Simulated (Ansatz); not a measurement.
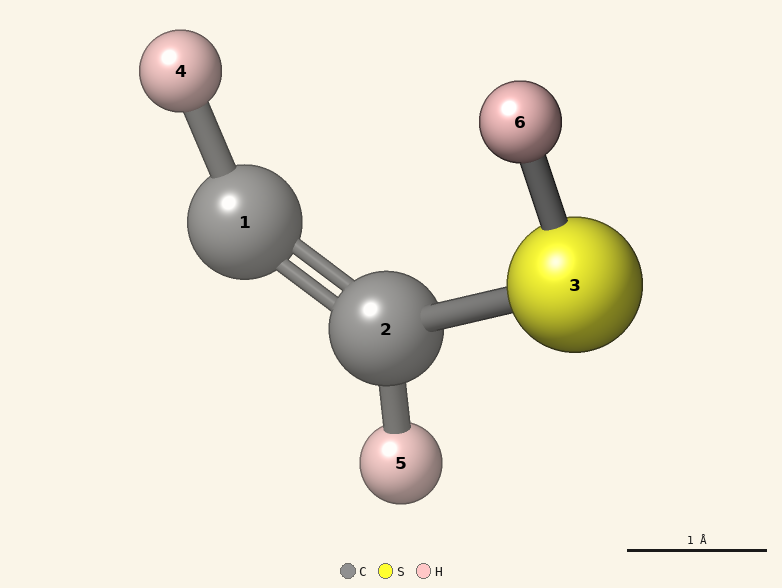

Figure made from data computed with Ansatz.

Orthographic view. Depth is shown by fading: the farther an atom, the more it takes the colour of the background. Charge 0, doublet. Geometry: moved along internal coordinates away from the minimum.

Write a Z-matrix (Å, degrees) in the order of the atom numbers, with these reference atoms: 2 to 1; 3 to 2, 1; 4 to 1, 2, 3; 5 to 2, 1, 4; 6 to 3, 2, 5.

```
C  
C    1   1.302
S    2   1.770   1   127.8
H    1   1.225   2   140.8   3     0.0
H    2   1.088   1   121.3   4   180.0
H    3   1.304   2    96.9   5   180.0
```
